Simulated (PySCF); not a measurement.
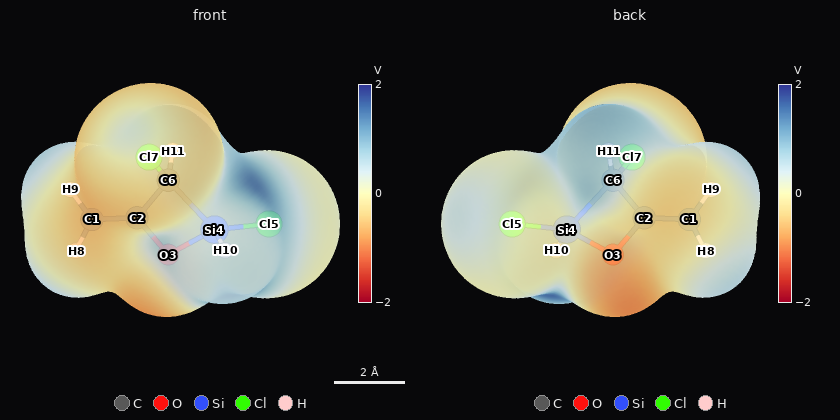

C₃H₄Cl₂OSi. The molecular electrostatic potential painted on the density surface at 0.001 e/bohr³, seen from the front and from behind; red is negative and blue positive.

Geometry: GFN2-xTB.

All numbers below come from PySCF 2.14.0, PBE0/def2-SVPD, SCF density, gas phase.

```yaml
atoms:
  - { symbol: C, position_ang: [1.7348, 0.8882, 0.6616] }
  - { symbol: C, position_ang: [0.5427, 0.4304, 0.3510] }
  - { symbol: O, position_ang: [-0.6060, 1.2095, 0.2202] }
  - { symbol: Si, position_ang: [-1.6910, -0.0442, 0.0522] }
  - { symbol: Cl, position_ang: [-2.7127, 0.0393, -1.6531] }
  - { symbol: C, position_ang: [0.0148, -0.9508, 0.0787] }
  - { symbol: Cl, position_ang: [0.3660, -2.1232, 1.3683] }
  - { symbol: H, position_ang: [1.9013, 1.9339, 0.8421] }
  - { symbol: H, position_ang: [2.5690, 0.2172, 0.7470] }
  - { symbol: H, position_ang: [-2.5084, -0.2179, 1.2342] }
  - { symbol: H, position_ang: [0.3950, -1.3797, -0.8482] }
```

Q: Where is the surface potential most negative and most positive?

A: The most negative region (about −1.0 V) lies over O3, the most positive (about +1.5 V) over Si4. Cl7 shows a σ-hole: about +0.2 V at the tip opposite its bond, against about −0.4 V on its flanks.
